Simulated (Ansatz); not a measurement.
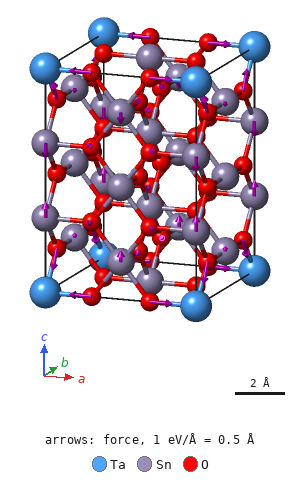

Starting geometry of a defect cell of composition TaSn11O24 (cell charge +1) with the computed forces as purple arrows. Style: ball-and-stick. Shown: the cell of the calculation, slightly off an axis.

These are results of Ansatz 0.2.0, DFT, PBE, plane-wave PAW, default files, scalar-relativistic, frozen cores, not measurements. Settings: plane-wave cutoff 420 eV; k-point mesh 4 × 4 × 3; occupations fermi dirac; smearing width 0.01 eV; no spin polarisation; potentials kind: paw, frozen_core: stored; atoms relaxed in a fixed cell; force threshold 0.02 eV/Å; at most 50 steps.

Is this structure relaxed? If not, where do the atoms go?

Answer. It isn't relaxed: the largest force vector, on O atoms, is 2.07 eV/Å. The atoms end up moving mostly along the starting forces (cosine between the two patterns 0.89). The largest moves, 0.074 Å, are those of O atoms. Largest moves by element: O 0.074 Å, Sn 0.011 Å. Ta stays in place. The cell doesn't change. Near-neighbour distances that change, for instance: O–Ta 2.052 → 1.985 Å, O–Sn 2.052 → 2.107 Å, O–Ta 2.058 → 2.004 Å, O–Sn 2.052 → 2.075 Å. Among the angles between lasting bonds that change: O–Sn–O 180.0° → 176.3°, Sn–O–Sn 129.1° → 125.4°, O–Sn–O 78.1° → 74.5°. After 4 geometry steps the energy has fallen by 0.498 eV per cell of the calculation. Largest force component: 1.8 eV/Å at the start, 0.0047 eV/Å at the end.

Limits of the set-up: the periodic images lie only 6.7 Å apart, so the values are limited by the cell's size; the cell is charged, on a uniform background, and energies carry no finite-size correction.
